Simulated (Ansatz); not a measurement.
# SiP2H (doublet): correlated methods under varied settings at a displaced geometry (v2)

What do other methods and options give for SiP2H (doublet) at this geometry, and how long do they take?

Method: the settings change from run to run; program: Ansatz 0.2.0, Gaussian basis.

20 further runs of the same task are left out: 11 that didn't finish, 9 set aside as unsound or not needed.

## 1. What is computed

The geometry is a PBE0/def2-TZVP stationary point (not a proven minimum) with its atoms shifted at random (size 0.100 Å).

4 atoms, charge 0, spin multiplicity 2.

Atoms are counted from 1 here; the program's logs count them from 0.

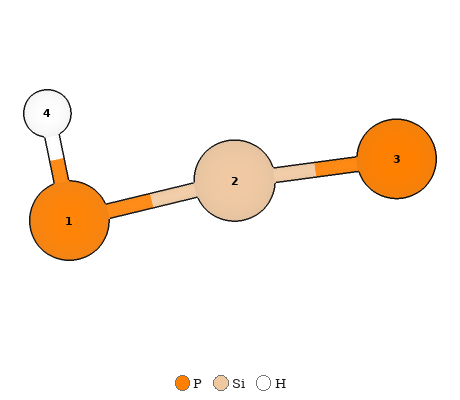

The geometry (phosphorus orange, silicon light orange, hydrogen white); atoms are numbered from 1 in the order of the file.

## 2. NEVPT4(SD)(15,8)/STO-3G

File in.yaml:

```yaml
crystal:
  periodic: [false, false, false]
  atoms:
    - {symbol: P, position_ang: [0.064562, -0.386815, 1.537130]}
    - {symbol: Si, position_ang: [-0.100277, -0.254029, -0.546859]}
    - {symbol: P, position_ang: [-0.023693, -0.321962, -2.567014]}
    - {symbol: H, position_ang: [0.059408, 0.962806, 1.576743]}
basis:
  gaussian: {orbitals: STO-3G}
magnetization: {spin_polarized: false, initial_magnetization: 1}
correlation: {method: fic_nevpt4_sd, electrons: outside_noble_gas, active_space: {window: {electrons: 15, orbitals: 8}}}
scf: {lower_state_search: light}
```

The run is started by

```bash
$ ansatz run in.yaml --threads 1 --pin off --events-out ev --progress --plain --max-ram 2393MiB
```

The log of the run:

```text
Functional definition: HF
  name "HF"
  cite "Fock, Z. Phys. 61, 126 (1930) doi:10.1007/BF01340294"
  parent pbe
  exchange = exact_x
  correlation = 0
298 factors; integrals over basis functions are off by at most 1.9e-5 eV
mean field evaluation 1: about -26116.1642 eV, gradient 2.3e1 eV
mean field evaluation 2: about -26116.1848 eV, gradient 2.3e1 eV
mean field evaluation 4: about -26118.4764 eV, gradient 3.3e0 eV
mean field evaluation 8: about -26118.5787 eV, gradient 5.7e-1 eV
mean field evaluation 16: about -26118.8347 eV, gradient 2.7e-5 eV
mean field evaluation 32: about -26118.6830 eV, gradient 1.5e-5 eV
mean field evaluation 64: about -26118.5354 eV, gradient 8.9e-2 eV
mean field -26118.83472231 eV, -959.8494720628 hartree, gradient 1.6e-6 eV, S^2 0.750000; 10 other end points of the search recorded, 0 dependent functions left out
reference -26118.83472231 eV, -959.8494720628 hartree; 23, 22 occupied and 5, 6 virtual orbitals, 298 factors
state -26118.83472231 eV, -959.8494720628 hartree
state -26118.83472231 eV, -959.8494720628 hartree; corrected -26123.16430137 eV, -960.0085811586 hartree
state -26118.68296963 eV, -959.8438952547 hartree
state -26118.68296963 eV, -959.8438952547 hartree; corrected -26123.48627274 eV, -960.0204133882 hartree
state -26118.68296963 eV, -959.8438952547 hartree; corrected -26123.48627274 eV, -960.0204133882 hartree
WARN: the results are in doubt because another end's mean lies 0.152 eV lower, and its corrected mean 0.322 eV higher
Total energy: -26123.48627274 eV, -960.0204133882 hartree
In doubt: another end's mean lies 0.152 eV lower, and its corrected mean 0.322 eV higher
```

It took 11 s on 1 thread of Intel Xeon at 2.50GHz, shared host; peak memory 0.26 GiB.

From the report: 8 determinants; active occupations 2.00, 2.00, 2.00, 2.00, 2.00, 2.00, 2.00, 1.00. Mind the lines of doubt at the end of the log.

## 3. MP2 on ROHF/cc-pVDZ

File in.yaml:

```yaml
crystal:
  periodic: [false, false, false]
  atoms:
    - {symbol: P, position_ang: [0.064562, -0.386815, 1.537130]}
    - {symbol: Si, position_ang: [-0.100277, -0.254029, -0.546859]}
    - {symbol: P, position_ang: [-0.023693, -0.321962, -2.567014]}
    - {symbol: H, position_ang: [0.059408, 0.962806, 1.576743]}
basis:
  gaussian: {orbitals: cc-pVDZ, fitting: {mean_field: def2-universal-jkfit}}
magnetization: {spin_polarized: false, initial_magnetization: 1}
correlation: {method: mp2, electrons: outside_noble_gas}
scf: {lower_state_search: off}
output: {forces: true}
```

The command is unchanged.

The log of the run (excerpt; [...] marks lines left out):

```text
Functional definition: HF
  name "HF"
  cite "Fock, Z. Phys. 61, 126 (1930) doi:10.1007/BF01340294"
  parent pbe
[...]
402 factors; integrals over basis functions are off by at most 3.4e-1 eV
[...]
mean field -26419.84874537 eV, -970.9115333757 hartree, gradient 9.4e-7 eV, S^2 0.750000; 0 other end points of the search recorded, 0 dependent functions left out
15 core orbitals not correlated: weight in the atoms' cores, before any rotation towards them, 1.000 or more for the frozen orbitals, at most 0.000 for the correlated occupied ones
reference -26419.84874537 eV, -970.9115333757 hartree; 8, 7 occupied and 36, 37 virtual orbitals, 402 factors
second order -8.14076076 eV of doubles, -0.06507685 eV of singles
[...]
Total energy: -26428.05458299 eV, -971.2130923460 hartree
Atom 0 at     0.064562    -0.386815     1.537130 Å, force    -0.027220    -2.161353     0.090957 eV/Å
Atom 1 at    -0.100277    -0.254029    -0.546859 Å, force     0.060113     0.036973     0.901279 eV/Å
Atom 2 at    -0.023693    -0.321962    -2.567014 Å, force    -0.017295    -0.034342    -1.065463 eV/Å
Atom 3 at     0.059408     0.962806     1.576743 Å, force    -0.015597     2.158723     0.073228 eV/Å
Dipole moment:    -0.019042     0.133411     0.105217 e Å
Checks for a lower state left out: starts, cluster_reference, orbital_swaps, neighbouring_geometries, increment
```

Run time: 4.3 s. Hardware: 1 thread of Intel Xeon at 2.50GHz, shared host.

## 4. MP2 on UHF/cc-pVDZ

in.yaml: that of step 3 with these lines changed.

```diff
@@ -8,6 +8,4 @@
 basis:
-  gaussian: {orbitals: cc-pVDZ, fitting: {mean_field: def2-universal-jkfit}}
-magnetization: {spin_polarized: false, initial_magnetization: 1}
+  gaussian: {orbitals: cc-pVDZ}
+magnetization: {spin_polarized: true, initial_magnetization: 1}
 correlation: {method: mp2, electrons: outside_noble_gas}
-scf: {lower_state_search: off}
-output: {forces: true}
```

Same command.

The log of the run (excerpt; [...] marks lines left out):

```text
Functional definition: HF
  name "HF"
  cite "Fock, Z. Phys. 61, 126 (1930) doi:10.1007/BF01340294"
  parent pbe
[...]
613 factors; integrals over basis functions are off by at most 1.1e-3 eV
[...]
mean field -26420.29274751 eV, -970.9278501535 hartree, gradient 5.7e-6 eV, S^2 1.394315; 12 other end points of the search recorded, 0 dependent functions left out
15 core orbitals not correlated: weight in the atoms' cores, before any rotation towards them, 1.000 or more for the frozen orbitals, at most 0.000 for the correlated occupied ones
reference -26420.29274751 eV, -970.9278501535 hartree; 8, 7 occupied and 36, 37 virtual orbitals, 613 factors
second order -7.41986802 eV of doubles, -0.00000000 eV of singles
Total energy: -26427.71261554 eV, -971.2005252740 hartree
```

Run time: 17 s. Hardware: 1 thread of Intel Xeon at 2.50GHz, shared host.

From the report: ⟨S²⟩ of the determinant 1.394 (pure doublet: 0.75). The determinant is far from a pure spin state, so its energy mixes those of several spin states (harmless only where they are near-degenerate, as at dissociation).

## 5. BCCD(T) on UHF/6-31G

in.yaml: that of step 4 with these lines changed.

```diff
@@ -8,4 +8,5 @@
 basis:
-  gaussian: {orbitals: cc-pVDZ}
+  gaussian: {orbitals: 6-31G, point_charges: [{charge: -1.00, position_ang: [4.835, 0.400, 0.703]}]}
 magnetization: {spin_polarized: true, initial_magnetization: 1}
-correlation: {method: mp2, electrons: outside_noble_gas}
+correlation: {method: bccd_t, electrons: outside_noble_gas}
+scf: {lower_state_search: off}
```

The command is unchanged.

The log of the run (excerpt; [...] marks lines left out):

```text
Functional definition: HF
  name "HF"
  cite "Fock, Z. Phys. 61, 126 (1930) doi:10.1007/BF01340294"
  parent pbe
[...]
452 factors; integrals over basis functions are off by at most 2.1e-4 eV
[...]
mean field -26416.57499302 eV, -970.7912251957 hartree, gradient 2.8e-6 eV, S^2 1.575249; 0 other end points of the search recorded, 0 dependent functions left out
15 core orbitals not correlated: weight in the atoms' cores, before any rotation towards them, 1.000 or more for the frozen orbitals, at most 0.000 for the correlated occupied ones
reference -26416.57499302 eV, -970.7912251957 hartree; 8, 7 occupied and 18, 19 virtual orbitals, 452 factors
second order -3.24939792 eV of doubles, -0.00000000 eV of singles
cycle   1  -3.81267992 eV  change   -5.6e-1 eV  update   1.2e-1
[...]
cycle  16  -4.52253759 eV  change   -1.6e-7 eV  update   1.6e-5
perturbative correction -0.22282608 eV, -0.0081887074 hartree
Total energy: -26421.32035669 eV, -970.9656140941 hartree
Checks for a lower state left out: stability, starts, cluster_reference, orbital_swaps, neighbouring_geometries, increment
```

Wall time 4.1 s (1 thread of Intel Xeon at 2.50GHz, shared host).

From the report: ⟨S²⟩ of the determinant 1.575 (pure doublet: 0.75); correlation -4.7454 eV; largest double amplitude 0.09. The determinant is far from a pure spin state, so its energy mixes those of several spin states (harmless only where they are near-degenerate, as at dissociation).

## 6. BCCD/6-31G

in.yaml: that of step 5 with these lines changed.

```diff
@@ -8,5 +8,6 @@
 basis:
-  gaussian: {orbitals: 6-31G, point_charges: [{charge: -1.00, position_ang: [4.835, 0.400, 0.703]}]}
+  gaussian: {orbitals: 6-31G}
 magnetization: {spin_polarized: true, initial_magnetization: 1}
-correlation: {method: bccd_t, electrons: outside_noble_gas}
+hamiltonian: {xc: {name: r2SCAN}, pseudopotentials: {relativity: scalar}}
+correlation: {method: bccd, electrons: outside_noble_gas, diis_vectors: 2}
 scf: {lower_state_search: off}
```

The command is unchanged.

The log of the run (excerpt; [...] marks lines left out):

```text
Functional definition: r2SCAN
  name "r2SCAN"
  cite "Furness, Kaplan, Ning, Perdew & Sun, J. Phys. Chem. Lett. 11, 8208 (2020) doi:10.1021/acs.jpclett.0c02405"
  cite "Furness, Kaplan, Ning, Perdew & Sun, J. Phys. Chem. Lett. 11, 9248 (2020) doi:10.1021/acs.jpclett.0c03077"
  parent r2scan
[...]
461 factors; integrals over basis functions are off by at most 2.1e-4 eV
[...]
mean field -26518.52516466 eV, -974.5378248993 hartree, gradient 4.1e-6 eV, S^2 0.803259; 0 other end points of the search recorded, 0 dependent functions left out
15 core orbitals not correlated: weight in the atoms' cores, before any rotation towards them, 1.000 or more for the frozen orbitals, at most 0.000 for the correlated occupied ones
reference -26470.13373037 eV, -972.7594724902 hartree; 8, 7 occupied and 18, 19 virtual orbitals, 461 factors
second order -4.85407921 eV of doubles, -0.36102156 eV of singles
cycle   1  -5.03185474 eV  change    1.7e-1 eV  update   1.2e-1
[...]
cycle  25  -5.41755016 eV  change   -5.9e-6 eV  update   1.4e-5
Total energy: -26475.55128054 eV, -972.9585637866 hartree
Relativity: scalar
Checks for a lower state left out: stability, starts, cluster_reference, orbital_swaps, neighbouring_geometries, increment
```

Wall time 9.6 s (1 thread of Intel Xeon at 2.50GHz, shared host).

From the report: ⟨S²⟩ of the determinant 0.803 (pure doublet: 0.75); correlation -5.4176 eV; largest double amplitude 0.12.

## 7. CCSD(T) on UHF/cc-pVDZ

File in.yaml:

```yaml
crystal:
  periodic: [false, false, false]
  atoms:
    - {symbol: P, position_ang: [0.064562, -0.386815, 1.537130]}
    - {symbol: Si, position_ang: [-0.100277, -0.254029, -0.546859]}
    - {symbol: P, position_ang: [-0.023693, -0.321962, -2.567014]}
    - {symbol: H, position_ang: [0.059408, 0.962806, 1.576743]}
basis:
  gaussian: {orbitals: cc-pVDZ}
magnetization: {spin_polarized: true, initial_magnetization: 1}
hamiltonian: {pseudopotentials: {relativity: scalar}}
correlation: {method: ccsd_t, electrons: valence, diis_vectors: 1}
```

Launched as before.

The log of the run (excerpt; [...] marks lines left out):

```text
Functional definition: HF
  name "HF"
  cite "Fock, Z. Phys. 61, 126 (1930) doi:10.1007/BF01340294"
  parent pbe
[...]
613 factors; integrals over basis functions are off by at most 1.1e-3 eV
[...]
mean field -26474.74351262 eV, -972.9288788631 hartree, gradient 5.8e-6 eV, S^2 1.398177; 17 other end points of the search recorded, 0 dependent functions left out
determinant -26474.74351262 eV, -972.9288788631 hartree, with singles and doubles -26483.67498587 eV, -973.2571044511 hartree
determinant -26473.96673379 eV, -972.9003327677 hartree, with singles and doubles -26483.25787334 eV, -973.2417758482 hartree
determinant -26473.95248825 eV, -972.8998092535 hartree, with singles and doubles -26483.43374335 eV, -973.2482389521 hartree
determinant -26473.87624871 eV, -972.8970075022 hartree, with singles and doubles -26482.83083529 eV, -973.2260824893 hartree
[...]
determinant -26471.72059382 eV, -972.8177886464 hartree, with singles and doubles -26479.97010184 eV, -973.1209524744 hartree
determinant -26474.74351262 eV, -972.9288788631 hartree, with singles and doubles -26483.68822655 eV, -973.2575910371 hartree
determinant -26473.96673379 eV, -972.9003327677 hartree, with singles and doubles -26483.43531345 eV, -973.2482966519 hartree
determinant -26473.95248825 eV, -972.8998092535 hartree, with singles and doubles -26483.52347175 eV, -973.2515364098 hartree
15 core orbitals not correlated: weight in the atoms' cores, before any rotation towards them, 1.000 or more for the frozen orbitals, at most 0.000 for the correlated occupied ones
reference -26474.74351262 eV, -972.9288788631 hartree; 8, 7 occupied and 36, 37 virtual orbitals, 613 factors
second order -7.42677899 eV of doubles, -0.00000000 eV of singles
cycle   1  -8.94471209 eV  change    1.8e-6 eV  update   5.4e-6
perturbative correction -0.48443073 eV, -0.0178025010 hartree
Total energy: -26484.17265544 eV, -973.2753934703 hartree
Relativity: scalar
```

Wall time 1.9 min (1 thread of Intel Xeon at 2.50GHz, shared host).

From the report: ⟨S²⟩ of the determinant 1.398 (pure doublet: 0.75); correlation -9.4291 eV; T1 0.064; largest double amplitude 0.10. The determinant is far from a pure spin state, so its energy mixes those of several spin states (harmless only where they are near-degenerate, as at dissociation).

## 8. MP2 on UHF/6-31G

in.yaml: that of step 7 with these lines changed.

```diff
@@ -8,5 +8,4 @@
 basis:
-  gaussian: {orbitals: cc-pVDZ}
+  gaussian: {orbitals: 6-31G}
 magnetization: {spin_polarized: true, initial_magnetization: 1}
-hamiltonian: {pseudopotentials: {relativity: scalar}}
-correlation: {method: ccsd_t, electrons: valence, diis_vectors: 1}
+correlation: {method: mp2, electrons: outside_noble_gas}
```

The command is unchanged.

The log of the run (excerpt; [...] marks lines left out):

```text
Functional definition: HF
  name "HF"
  cite "Fock, Z. Phys. 61, 126 (1930) doi:10.1007/BF01340294"
  parent pbe
[...]
452 factors; integrals over basis functions are off by at most 2.1e-4 eV
[...]
mean field -26416.40802174 eV, -970.7850891146 hartree, gradient 2.3e-6 eV, S^2 1.586494; 7 other end points of the search recorded, 0 dependent functions left out
15 core orbitals not correlated: weight in the atoms' cores, before any rotation towards them, 1.000 or more for the frozen orbitals, at most 0.000 for the correlated occupied ones
reference -26416.40802174 eV, -970.7850891146 hartree; 8, 7 occupied and 18, 19 virtual orbitals, 452 factors
second order -3.24796797 eV of doubles, -0.00000000 eV of singles
Total energy: -26419.65598971 eV, -970.9044497360 hartree
```

It took 6.5 s on 1 thread of Intel Xeon at 2.50GHz, shared host.

From the report: ⟨S²⟩ of the determinant 1.586 (pure doublet: 0.75). The determinant is far from a pure spin state, so its energy mixes those of several spin states (harmless only where they are near-degenerate, as at dissociation).

## 9. NEVPT2(5,7)/6-31G

in.yaml: that of step 8 with these lines changed.

```diff
@@ -9,3 +9,3 @@
   gaussian: {orbitals: 6-31G}
-magnetization: {spin_polarized: true, initial_magnetization: 1}
-correlation: {method: mp2, electrons: outside_noble_gas}
+magnetization: {spin_polarized: false, initial_magnetization: 1}
+correlation: {method: sc_nevpt2, electrons: outside_noble_gas, active_space: {window: {electrons: 5, orbitals: 7}, states: [{multiplicity: 2, weights: [1, 0.5]}, {multiplicity: 4, weights: [1]}], root: 1}}
```

The command is unchanged.

The log of the run (excerpt; [...] marks lines left out):

```text
Functional definition: HF
  name "HF"
  cite "Fock, Z. Phys. 61, 126 (1930) doi:10.1007/BF01340294"
  parent pbe
[...]
812 factors; integrals over basis functions are off by at most 8.3e-8 eV
[...]
mean field -26415.66226462 eV, -970.7576830457 hartree, gradient 1.3e-6 eV, S^2 0.750000; 8 other end points of the search recorded, 0 dependent functions left out
reference -26415.66226462 eV, -970.7576830457 hartree; 23, 22 occupied and 18, 19 virtual orbitals, 812 factors
state -26417.38476730 eV, -970.8209838518 hartree
state -26415.69336710 eV, -970.7588260410 hartree
state -26417.38476730 eV, -970.8209838518 hartree; corrected -26420.34692178 eV, -970.9298410211 hartree
state -26415.69336710 eV, -970.7588260410 hartree; corrected -26418.59829048 eV, -970.8655800060 hartree
state -26414.95931471 eV, -970.7318501132 hartree
state -26414.95931471 eV, -970.7318501132 hartree; corrected -26417.73953547 eV, -970.8340213417 hartree
Total energy: -26418.59829048 eV, -970.8655800060 hartree
```

Wall time 27 s (1 thread of Intel Xeon at 2.50GHz, shared host).

From the report: 735 determinants; active occupations (of the averaged states) 1.70, 1.55, 1.09, 0.44, 0.22, 0.00, 0.00.

## 10. CCSD on UHF/def2-mTZVP

File in.yaml:

```yaml
crystal:
  periodic: [false, false, false]
  atoms:
    - {symbol: P, position_ang: [0.064562, -0.386815, 1.537130]}
    - {symbol: Si, position_ang: [-0.100277, -0.254029, -0.546859]}
    - {symbol: P, position_ang: [-0.023693, -0.321962, -2.567014]}
    - {symbol: H, position_ang: [0.059408, 0.962806, 1.576743]}
basis:
  gaussian: {orbitals: def2-mTZVP}
magnetization: {spin_polarized: true, initial_magnetization: 1}
correlation: {method: ccsd, electrons: outside_noble_gas}
```

Launched as before.

The log of the run (excerpt; [...] marks lines left out):

```text
Functional definition: HF
  name "HF"
  cite "Fock, Z. Phys. 61, 126 (1930) doi:10.1007/BF01340294"
  parent pbe
[...]
566 factors; integrals over basis functions are off by at most 1.2e-3 eV
[...]
mean field -26420.17689264 eV, -970.9235925656 hartree, gradient 2.2e-6 eV, S^2 1.508830; 12 other end points of the search recorded, 0 dependent functions left out
determinant -26420.17689264 eV, -970.9235925656 hartree, with singles and doubles -26428.43226699 eV, -971.2269719770 hartree
determinant -26419.43029283 eV, -970.8961555286 hartree, with singles and doubles -26428.03748410 eV, -971.2124639733 hartree
determinant -26419.38961173 eV, -970.8946605258 hartree, with singles and doubles -26428.25728989 eV, -971.2205416872 hartree
determinant -26419.10766767 eV, -970.8842992725 hartree, with singles and doubles -26427.46982122 eV, -971.1916027475 hartree
determinant -26417.33561176 eV, -970.8191774191 hartree, with singles and doubles -26426.50517800 eV, -971.1561527630 hartree
determinant -26420.17689264 eV, -970.9235925656 hartree, with singles and doubles -26428.44806984 eV, -971.2275527210 hartree
determinant -26419.43029283 eV, -970.8961555286 hartree, with singles and doubles -26428.21106016 eV, -971.2188427761 hartree
determinant -26419.38961173 eV, -970.8946605258 hartree, with singles and doubles -26428.32237154 eV, -971.2229333939 hartree
15 core orbitals not correlated: weight in the atoms' cores, before any rotation towards them, 1.000 or more for the frozen orbitals, at most 0.000 for the correlated occupied ones
reference -26420.17689264 eV, -970.9235925656 hartree; 8, 7 occupied and 46, 47 virtual orbitals, 566 factors
second order -6.70105060 eV of doubles, -0.00000000 eV of singles
cycle   1  -8.27117423 eV  change    3.0e-6 eV  update   3.7e-6
Total energy: -26428.44806687 eV, -971.2275526122 hartree
```

It took 1.8 min on 1 thread of Intel Xeon at 2.50GHz, shared host.

From the report: ⟨S²⟩ of the determinant 1.509 (pure doublet: 0.75); correlation -8.2712 eV; T1 0.069; largest double amplitude 0.10. The determinant is far from a pure spin state, so its energy mixes those of several spin states (harmless only where they are near-degenerate, as at dissociation).

## 11. All runs side by side

 † marks a result that the program doubts.

```csv
level,correlated,functions,energy (eV),time
"NEVPT4(SD)(15,8)/STO-3G †",outside noble gas,28,-26123.4863,11 s
MP2 on ROHF/cc-pVDZ,outside noble gas,59,-26428.0546,4.3 s
MP2 on UHF/cc-pVDZ,outside noble gas,59,-26427.7126,17 s
BCCD(T) on UHF/6-31G (beside a point charge),outside noble gas,41,-26421.3204,4.1 s
"BCCD/6-31G (on r2SCAN orbitals, relativity set)",outside noble gas,41,-26475.5513,9.6 s
CCSD(T) on UHF/cc-pVDZ (relativity set),valence,59,-26484.1727,1.9 min
MP2 on UHF/6-31G,outside noble gas,41,-26419.6560,6.5 s
"NEVPT2(5,7)/6-31G (excited root 1 of an average)",outside noble gas,41,-26418.5983,27 s
CCSD on UHF/def2-mTZVP,outside noble gas,69,-26428.4481,1.8 min
```

## 12. Results

```
quantity                                                value
    runs                                                    9
quickest  BCCD(T) on UHF/6-31G (beside a point charge), 4.1 s
 slowest     CCSD(T) on UHF/cc-pVDZ (relativity set), 1.9 min
```

In words: Total energies in different bases, with other cores or another treatment of relativity can't be set against each other. CCSD(T) on UHF/cc-pVDZ (relativity set) took 27 times as long as BCCD(T) on UHF/6-31G (beside a point charge); the jobs differ in more than the method.
